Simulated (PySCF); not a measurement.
# C₇H₈: electronic excitations at several levels of theory

Aim: compute the electronic excitations of C₇H₈ (`C1=CC=CCC=C1`) at several levels, and see how far they spread and what each costs.

Computed with PySCF 2.14.0, with density-fitted response routines of our own, on a single molecule in the gas phase. Atoms count from 0, in the outputs and in this text.

### Step 1. The molecule as given

15 atoms, charge 0, multiplicity 1; geometry from: GFN2-xTB.

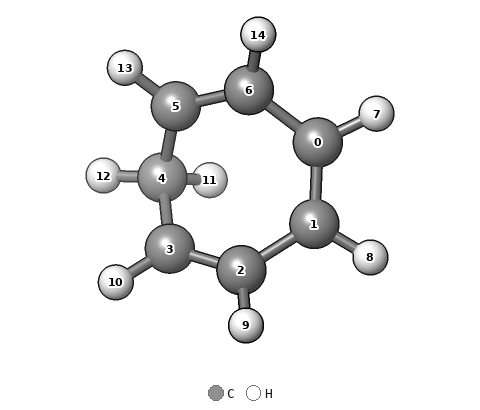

As it starts; carbon grey, hydrogen white, atoms numbered; sticks join atoms by distance.

### Step 2. Optimising the geometry at PBE0-D3(BJ)/def2-SVP

The job: settings as JSON, then the geometry in Å.

```
{"job": {"xc": "PBE0", "basis": "def2-SVP", "d3": "d3bj", "grid": 2, "kind": "geom"}, "charge": 0, "multiplicity": 1}
C      1.467350     0.494970    -0.240220
C      1.313370    -0.843430    -0.139750
C      0.155910    -1.493510     0.407820
C     -1.098000    -1.041690     0.289050
C     -1.421010     0.120510    -0.597870
C     -0.829310     1.293670     0.113740
C      0.496070     1.463070     0.185880
H      2.435240     0.882480    -0.533190
H      2.163620    -1.478340    -0.355960
H      0.343260    -2.399370     0.970610
H     -1.907930    -1.512450     0.828280
H     -0.933040    -0.008200    -1.568490
H     -2.493740     0.232580    -0.741580
H     -1.502740     2.009370     0.563900
H      0.892670     2.375990     0.612130
```

Log:

```text
step   0  E = -270.99720424  max force = 0.010678
step   1  E = -270.99935506  max force = 0.003972
step   2  E = -270.99940365  max force = 0.002571
step   3  E = -270.99949933  max force = 0.001301
step   4  E = -270.99951402  max force = 0.000317
optimisation converged
```

It took 33 s on 8 threads of Intel Xeon Platinum 8488C (Sapphire Rapids), shared host.

Step by step:

| step | energy from step 0 (eV) | largest force component (eV/Å) |
| --- | --- | --- |
| 0 | 0.0000 | 0.5491 |
| 1 | -0.0585 | 0.2042 |
| 2 | -0.0598 | 0.1322 |
| 3 | -0.0625 | 0.0669 |
| 4 | -0.0629 | 0.0163 |

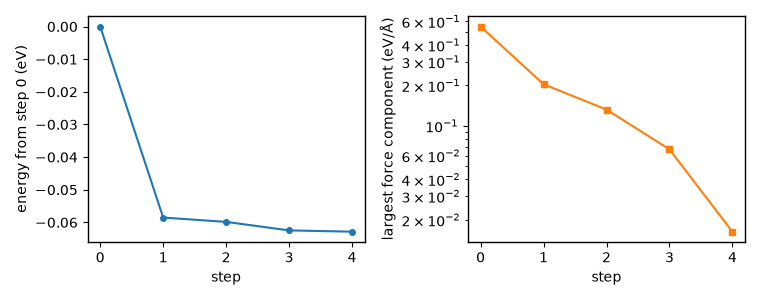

Energy and largest force along the relaxation.

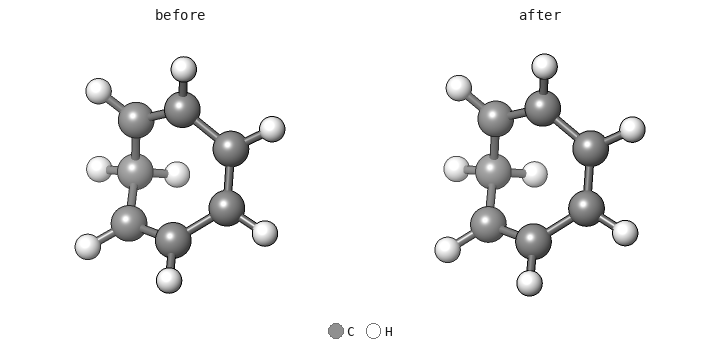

The geometry before (left) and after (right).

Distances of close pairs at the start and the end, largest changes first:

| bond | before (Å) | after (Å) | change (Å) |
| --- | --- | --- | --- |
| C0–C1 | 1.351 | 1.366 | +0.016 |
| C5–C6 | 1.338 | 1.352 | +0.014 |
| C2–C3 | 1.338 | 1.352 | +0.014 |
| C3–H10 | 1.081 | 1.095 | +0.014 |
| C5–H13 | 1.081 | 1.095 | +0.014 |
| C6–H14 | 1.083 | 1.095 | +0.013 |
| C2–H9 | 1.083 | 1.095 | +0.013 |
| C1–H8 | 1.083 | 1.095 | +0.012 |

The next job starts from the end point, and lists it.

| at the end point | value |
| --- | --- |
| point group (found at 0.08 Å tolerance) | Cs |
| rotational constants (GHz, main isotopes) | 3.707, 3.694, 2.039 |
| dipole moment (D) | 0.33 |

### Step 3. Ultraviolet spectrum: CAM-B3LYP/def2-SVPD

The job: settings as JSON, then the geometry in Å.

```
{"job": {"kind": "uv", "xc": "CAM-B3LYP", "basis": "def2-SVPD", "nstates": 12, "ntriplets": 4}, "charge": 0, "multiplicity": 1}
C      1.481371     0.502448    -0.226413
C      1.324961    -0.851276    -0.125153
C      0.157972    -1.525123     0.387387
C     -1.109893    -1.067281     0.282343
C     -1.440176     0.123998    -0.565114
C     -0.834219     1.320722     0.103738
C      0.505907     1.490433     0.162085
H      2.478503     0.870566    -0.490543
H      2.208206    -1.470286    -0.315499
H      0.330779    -2.464765     0.923351
H     -1.914393    -1.581687     0.817748
H     -0.986438    -0.003119    -1.565849
H     -2.524286     0.239424    -0.694991
H     -1.492306     2.076737     0.544011
H      0.895733     2.434858     0.557248
```

Level: TDDFT CAM-B3LYP/def2-SVPD, vertical, gas phase, core orbitals frozen in the response.

Log:

```text
coarse grid: 12568 points
cycle   1  E = -271.0765974650  dE =  1.121e+00  |g| = 2.738e-01  |ddm| = 7.733e+00
cycle   2  E = -271.0908877808  dE = -1.429e-02  |g| = 2.015e-01  |ddm| = 1.575e+00
cycle   3  E = -271.1014446344  dE = -1.056e-02  |g| = 4.311e-02  |ddm| = 6.126e-01
cycle   4  E = -271.1018610984  dE = -4.165e-04  |g| = 2.421e-02  |ddm| = 1.862e-01
cycle   5  E = -271.1020150520  dE = -1.540e-04  |g| = 4.450e-03  |ddm| = 6.487e-02
cycle   6  E = -271.1020229788  dE = -7.927e-06  |g| = 9.445e-04  |ddm| = 1.616e-02
final grid: 121432 points
cycle   7  E = -271.1612468910  dE = -3.597e-05  |g| = 3.128e-03  |ddm| = 1.084e-01
cycle   8  E = -271.1612477669  dE = -8.759e-07  |g| = 2.843e-03  |ddm| = 1.779e-02
cycle   9  E = -271.1612498946  dE = -2.128e-06  |g| = 3.318e-04  |ddm| = 7.231e-03
cycle  10  E = -271.1612499238  dE = -2.914e-08  |g| = 2.565e-04  |ddm| = 1.535e-03
cycle  11  E = -271.1612499450  dE = -2.127e-08  |g| = 5.140e-05  |ddm| = 6.838e-04
cycle  12  E = -271.1612499474  dE = -2.325e-09  |g| = 1.584e-05  |ddm| = 2.908e-04
cycle  13  E = -271.1612499478  dE = -4.032e-10  |g| = 7.077e-06  |ddm| = 1.250e-04
converged SCF energy = -271.1612499478

Static polarisability (au): isotropic 81.359, principal 57.091 91.392 95.592

Singlet excitations
state   eV       nm        f      main configurations
  1   4.6607    266.0   0.10013   H->L 0.96
  2   5.2547    235.9   0.00841   H-1->L 0.69, H->L+1 0.28
  3   6.3534    195.1   0.00042   H->L+2 0.94
  4   6.5172    190.2   0.37696   H->L+1 0.65, H-1->L 0.23
  5   6.7683    183.2   0.00762   H-1->L+1 0.64, H-2->L 0.28
  6   6.8618    180.7   0.00236   H->L+3 0.70, H-1->L+2 0.20
  7   7.0720    175.3   0.05126   H->L+4 0.84
  8   7.1622    173.1   0.10862   H-2->L 0.51, H-1->L+1 0.19, H-1->L+2 0.10
  9   7.3810    168.0   0.03598   H->L+5 0.76
 10   7.4987    165.3   0.05514   H-1->L+2 0.65, H->L+3 0.25
 11   7.4988    165.3   0.12179   H-3->L 0.76
 12   7.7147    160.7   0.03278   H->L+6 0.52, H-4->L 0.39

Triplet excitations (Tamm-Dancoff, eV): 2.9982 3.8891 5.0525 5.1364
```

It took 36 s on 8 threads of Intel Xeon Platinum 8488C (Sapphire Rapids), shared host.

The orbitals next to the gap, with their largest atomic shares:

| orbital | eV | atoms |
| --- | --- | --- |
| HOMO−3 | -11.15 | C0 12 %, C1 12 %, C2 11 % |
| HOMO−2 | -10.37 | C0 20 %, C1 20 %, C6 12 % |
| HOMO−1 | -8.59 | C2 21 %, C6 21 %, C5 16 % |
| HOMO | -7.61 | C1 17 %, C0 17 %, C5 16 % |
| LUMO | 0.04 | C3 17 %, C5 17 %, C0 17 % |
| LUMO+1 | 1.37 | C5 14 %, C3 14 %, C6 13 % |
| LUMO+2 | 1.56 | C0 9 %, C1 9 %, C3 8 % |

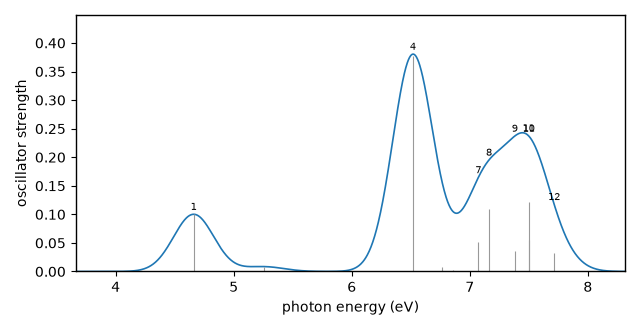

Absorption spectrum from the 12 singlet states computed; above the last one it falls off for lack of states. Lines are broadened to a width of 0.40 eV (Gaussian).

Further results of this job:

| property | computed |
| --- | --- |
| dipole moment (D) | 0.34 |
| polarisability (Å³) | 12.06 |
| HOMO–LUMO gap (eV) | 7.65 |
| −ε(HOMO) (eV) | 7.61 |

### Step 4. Ultraviolet spectrum: PBE0/def2-SVPD

Settings changed since step 3:

```diff
@@ -1,2 +1,2 @@
-{"job": {"kind": "uv", "xc": "CAM-B3LYP", "basis": "def2-SVPD", "nstates": 12, "ntriplets": 4}, "charge": 0, "multiplicity": 1}
+{"job": {"kind": "uv", "xc": "PBE0", "basis": "def2-SVPD", "nstates": 12, "ntriplets": 4}, "charge": 0, "multiplicity": 1}
 C      1.481371     0.502448    -0.226413
```

Method: TDDFT PBE0/def2-SVPD, vertical, gas phase, core orbitals frozen in the response.

Log:

```text
coarse grid: 12568 points
cycle   1  E = -270.9202455655  dE =  8.971e-01  |g| = 3.364e-01  |ddm| = 8.054e+00
cycle   2  E = -270.9151892868  dE =  5.056e-03  |g| = 3.764e-01  |ddm| = 2.803e+00
cycle   3  E = -270.9541156565  dE = -3.893e-02  |g| = 4.404e-02  |ddm| = 1.127e+00
cycle   4  E = -270.9542492119  dE = -1.336e-04  |g| = 3.708e-02  |ddm| = 2.438e-01
cycle   5  E = -270.9546220185  dE = -3.728e-04  |g| = 8.501e-03  |ddm| = 1.099e-01
cycle   6  E = -270.9546419312  dE = -1.991e-05  |g| = 4.454e-04  |ddm| = 2.855e-02
cycle   7  E = -270.9546419849  dE = -5.370e-08  |g| = 2.390e-04  |ddm| = 2.148e-03
final grid: 121432 points
cycle   8  E = -270.9973161859  dE = -4.494e-05  |g| = 6.650e-03  |ddm| = 1.845e-01
cycle   9  E = -270.9973136637  dE =  2.522e-06  |g| = 7.421e-03  |ddm| = 4.364e-02
cycle  10  E = -270.9973288294  dE = -1.517e-05  |g| = 6.394e-04  |ddm| = 2.097e-02
cycle  11  E = -270.9973289060  dE = -7.666e-08  |g| = 3.056e-04  |ddm| = 3.098e-03
cycle  12  E = -270.9973289306  dE = -2.459e-08  |g| = 9.273e-05  |ddm| = 1.006e-03
cycle  13  E = -270.9973289330  dE = -2.374e-09  |g| = 1.704e-05  |ddm| = 3.293e-04
cycle  14  E = -270.9973289330  dE = -6.969e-11  |g| = 4.529e-06  |ddm| = 4.914e-05
converged SCF energy = -270.9973289330

Static polarisability (au): isotropic 81.806, principal 57.148 92.320 95.949

Singlet excitations
state   eV       nm        f      main configurations
  1   4.5702    271.3   0.09758   H->L 0.96
  2   5.0344    246.3   0.00602   H-1->L 0.68, H->L+1 0.31
  3   6.1973    200.1   0.00040   H->L+2 0.98
  4   6.3951    193.9   0.32794   H->L+1 0.58, H-1->L 0.23, H-3->L 0.11
  5   6.5099    190.5   0.00091   H-1->L+1 0.56, H-2->L 0.41
  6   6.7059    184.9   0.01370   H->L+3 0.68, H-2->L 0.12, H-1->L+1 0.11
  7   6.8892    180.0   0.02479   H->L+4 0.89
  8   6.9162    179.3   0.06151   H-2->L 0.28, H-1->L+1 0.20, H->L+3 0.16
  9   7.1598    173.2   0.05040   H-1->L+2 0.78, H->L+3 0.14
 10   7.2046    172.1   0.03864   H->L+5 0.72, H-3->L 0.22
 11   7.2948    170.0   0.15011   H-3->L 0.54, H->L+5 0.22
 12   7.3773    168.1   0.00307   H-4->L 0.81, H->L+6 0.17

Triplet excitations (Tamm-Dancoff, eV): 2.9486 3.8393 4.8989 5.0367
```

Wall time 28 s (8 threads of Intel Xeon Platinum 8488C (Sapphire Rapids), shared host).

In short: HOMO -6.42 eV, LUMO -1.04 eV; lowest singlet 4.57 eV.

### Step 5. Excited states and response: PBE/def2-SVPD

Settings changed since step 4:

```diff
@@ -1,2 +1,2 @@
-{"job": {"kind": "uv", "xc": "PBE0", "basis": "def2-SVPD", "nstates": 12, "ntriplets": 4}, "charge": 0, "multiplicity": 1}
+{"job": {"kind": "uv", "xc": "PBE", "basis": "def2-SVPD", "nstates": 12, "ntriplets": 4}, "charge": 0, "multiplicity": 1}
 C      1.481371     0.502448    -0.226413
```

With the program's defaults for keys left out, this is: TDDFT PBE/def2-SVPD, vertical, gas phase, core orbitals frozen in the response.

Log:

```text
coarse grid: 12568 points
cycle   1  E = -270.8269280672  dE =  6.578e-01  |g| = 5.103e-01  |ddm| = 8.732e+00
cycle   2  E = -270.7190080470  dE =  1.079e-01  |g| = 8.090e-01  |ddm| = 4.196e+00
cycle   3  E = -270.9044067639  dE = -1.854e-01  |g| = 9.060e-02  |ddm| = 2.252e+00
cycle   4  E = -270.9049545753  dE = -5.478e-04  |g| = 7.628e-02  |ddm| = 4.628e-01
cycle   5  E = -270.9066293068  dE = -1.675e-03  |g| = 1.686e-02  |ddm| = 2.059e-01
cycle   6  E = -270.9067112162  dE = -8.191e-05  |g| = 1.816e-03  |ddm| = 5.004e-02
cycle   7  E = -270.9067118366  dE = -6.205e-07  |g| = 1.038e-03  |ddm| = 6.878e-03
final grid: 121432 points
cycle   8  E = -270.9654283241  dE = -5.821e-05  |g| = 1.179e-02  |ddm| = 2.525e-01
cycle   9  E = -270.9653772744  dE =  5.105e-05  |g| = 1.790e-02  |ddm| = 7.926e-02
cycle  10  E = -270.9654668066  dE = -8.953e-05  |g| = 2.127e-03  |ddm| = 4.919e-02
cycle  11  E = -270.9654674791  dE = -6.726e-07  |g| = 1.445e-03  |ddm| = 8.537e-03
cycle  12  E = -270.9654681071  dE = -6.280e-07  |g| = 1.060e-04  |ddm| = 3.684e-03
cycle  13  E = -270.9654681076  dE = -4.286e-10  |g| = 1.002e-04  |ddm| = 3.988e-04
cycle  14  E = -270.9654681102  dE = -2.638e-09  |g| = 1.431e-05  |ddm| = 2.035e-04
cycle  15  E = -270.9654681102  dE = -4.218e-11  |g| = 7.504e-06  |ddm| = 4.739e-05
converged SCF energy = -270.9654681102

Static polarisability (au): isotropic 83.989, principal 58.438 95.278 98.252

Singlet excitations
state   eV       nm        f      main configurations
  1   4.3287    286.4   0.08564   H->L 0.95
  2   4.6134    268.7   0.00338   H-1->L 0.66, H->L+1 0.34
  3   5.7002    217.5   0.00039   H->L+2 0.99
  4   5.9271    209.2   0.00254   H-2->L 0.62, H-1->L+1 0.30
  5   5.9819    207.3   0.19983   H->L+1 0.43, H-3->L 0.27, H-1->L 0.19
  6   6.1273    202.3   0.01361   H->L+3 0.55, H-1->L+1 0.35
  7   6.3442    195.4   0.01242   H->L+4 0.86, H-3->L 0.14
  8   6.3849    194.2   0.04758   H->L+3 0.34, H->L+5 0.30, H-1->L+1 0.18
  9   6.4853    191.2   0.02112   H-1->L+2 0.97
 10   6.5592    189.0   0.00006   H-4->L 0.92
 11   6.6780    185.7   0.05760   H->L+6 0.60, H-3->L 0.25
 12   6.8053    182.2   0.17905   H->L+6 0.39, H-3->L 0.29, H->L+1 0.11

Triplet excitations (Tamm-Dancoff, eV): 2.9780 3.8191 4.5353 5.0256
```

It took 27 s on 8 threads of Intel Xeon Platinum 8488C (Sapphire Rapids), shared host.

This run: HOMO -5.48 eV, LUMO -1.95 eV; lowest singlet 4.33 eV.

### Step 6. Ultraviolet spectrum: B3LYP/def2-SVPD

Settings changed since step 5:

```diff
@@ -1,2 +1,2 @@
-{"job": {"kind": "uv", "xc": "PBE", "basis": "def2-SVPD", "nstates": 12, "ntriplets": 4}, "charge": 0, "multiplicity": 1}
+{"job": {"kind": "uv", "xc": "B3LYP", "basis": "def2-SVPD", "nstates": 12, "ntriplets": 4}, "charge": 0, "multiplicity": 1}
 C      1.481371     0.502448    -0.226413
```

Level: TDDFT B3LYP/def2-SVPD, vertical, gas phase, core orbitals frozen in the response.

Log:

```text
coarse grid: 12568 points
cycle   1  E = -271.2293963230  dE =  8.408e-01  |g| = 3.843e-01  |ddm| = 8.277e+00
cycle   2  E = -271.2124701071  dE =  1.693e-02  |g| = 4.660e-01  |ddm| = 2.845e+00
cycle   3  E = -271.2731777793  dE = -6.071e-02  |g| = 5.074e-02  |ddm| = 1.317e+00
cycle   4  E = -271.2734234109  dE = -2.456e-04  |g| = 3.901e-02  |ddm| = 2.615e-01
cycle   5  E = -271.2738225696  dE = -3.992e-04  |g| = 1.201e-02  |ddm| = 1.122e-01
cycle   6  E = -271.2738630982  dE = -4.053e-05  |g| = 5.589e-04  |ddm| = 3.430e-02
cycle   7  E = -271.2738631628  dE = -6.463e-08  |g| = 2.885e-04  |ddm| = 2.371e-03
final grid: 121432 points
cycle   8  E = -271.3312056841  dE = -4.762e-05  |g| = 4.782e-03  |ddm| = 1.898e-01
cycle   9  E = -271.3312031703  dE =  2.514e-06  |g| = 5.705e-03  |ddm| = 2.998e-02
cycle  10  E = -271.3312122031  dE = -9.033e-06  |g| = 4.748e-04  |ddm| = 1.552e-02
cycle  11  E = -271.3312122477  dE = -4.459e-08  |g| = 2.081e-04  |ddm| = 2.282e-03
cycle  12  E = -271.3312122572  dE = -9.474e-09  |g| = 1.002e-04  |ddm| = 6.735e-04
cycle  13  E = -271.3312122599  dE = -2.696e-09  |g| = 2.185e-05  |ddm| = 2.803e-04
cycle  14  E = -271.3312122600  dE = -1.238e-10  |g| = 3.425e-06  |ddm| = 5.137e-05
converged SCF energy = -271.3312122600

Static polarisability (au): isotropic 82.709, principal 57.741 93.375 97.009

Singlet excitations
state   eV       nm        f      main configurations
  1   4.4981    275.6   0.09716   H->L 0.96
  2   4.9265    251.7   0.00493   H-1->L 0.67, H->L+1 0.32
  3   5.9408    208.7   0.00044   H->L+2 0.99
  4   6.2764    197.5   0.30082   H->L+1 0.54, H-1->L 0.22, H->L+4 0.10
  5   6.3730    194.5   0.00167   H-1->L+1 0.60, H-2->L 0.38
  6   6.4633    191.8   0.00260   H->L+3 0.82
  7   6.6420    186.7   0.04555   H->L+4 0.85
  8   6.7293    184.2   0.04253   H-2->L 0.31, H-1->L+2 0.21, H-1->L+1 0.19
  9   6.8696    180.5   0.05722   H-1->L+2 0.73, H->L+3 0.12
 10   6.9557    178.2   0.04394   H->L+5 0.93
 11   7.1711    172.9   0.11401   H-3->L 0.71, H-1->L+3 0.09
 12   7.2524    171.0   0.02614   H-4->L 0.69, H->L+6 0.26

Triplet excitations (Tamm-Dancoff, eV): 2.9959 3.8761 4.8201 5.0732
```

Run time: 25 s. Hardware: 8 threads of Intel Xeon Platinum 8488C (Sapphire Rapids), shared host.

This run: HOMO -6.22 eV, LUMO -1.24 eV; lowest singlet 4.50 eV.

### Step 7. Side by side: electronic excitations

Excitations and ground-state properties, with basis size and wall time:

| run | lowest singlet (eV) | brightest (eV) | f | gap (eV) | α (Å³) | μ (D) | functions | time |
| --- | --- | --- | --- | --- | --- | --- | --- | --- |
| CAM-B3LYP/def2-SVPD | 4.66 | 6.52 | 0.377 | 7.65 | 12.06 | 0.34 | 204 | 36 s |
| PBE0/def2-SVPD | 4.57 | 6.40 | 0.328 | 5.37 | 12.12 | 0.35 | 204 | 28 s |
| PBE/def2-SVPD | 4.33 | 5.98 | 0.200 | 3.54 | 12.45 | 0.34 | 204 | 27 s |
| B3LYP/def2-SVPD | 4.50 | 6.28 | 0.301 | 4.98 | 12.26 | 0.34 | 204 | 25 s |

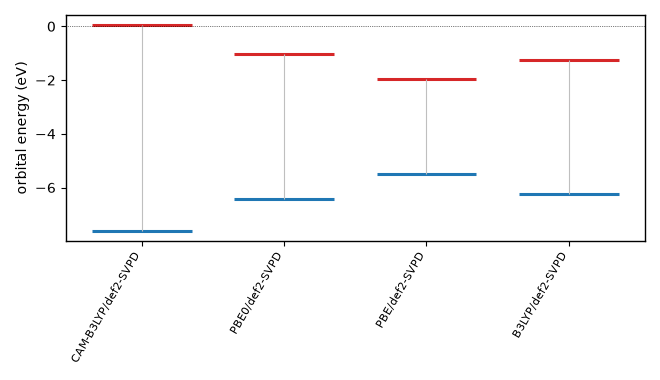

HOMO (blue) and LUMO (red) run by run.

### Step 8. Results

```
                                quantity                        value
                             point group                           Cs
    rotational constants (main isotopes)         3.71, 3.69, 2.04 GHz
    lowest singlet (CAM-B3LYP/def2-SVPD)  4.66 eV (266 nm), f = 0.100
brightest single state of those computed  state 4, 6.52 eV, f = 0.377
                          lowest triplet                      3.00 eV
             range of the lowest singlet              4.33 to 4.66 eV
```

In words: Single values in the summary come from the first sound run of each kind (CAM-B3LYP/def2-SVPD), which need not be the best level. Relaxing lowered the energy by 0.063 eV in 4 steps; the close pair that moved most is C0–C1, from 1.351 to 1.366 Å. No frequency check was run at this level, so the end point may be a saddle. The first singlet state (HOMO→LUMO 0.96) lies at 4.66 eV and is bright; of the 12 states computed, the strongest absorption comes from state 4 at 6.52 eV. The lowest triplet lies 1.66 eV below the lowest singlet (triplets in Tamm-Dancoff, singlets in full TDDFT). The lowest singlet runs from 4.33 eV (PBE/def2-SVPD) to 4.66 eV (CAM-B3LYP/def2-SVPD), while the orbital gap spans 3.54 to 7.65 eV: the excitation energy moves far less from run to run than the orbital gap does. The lowest state need not be the same one in every run.
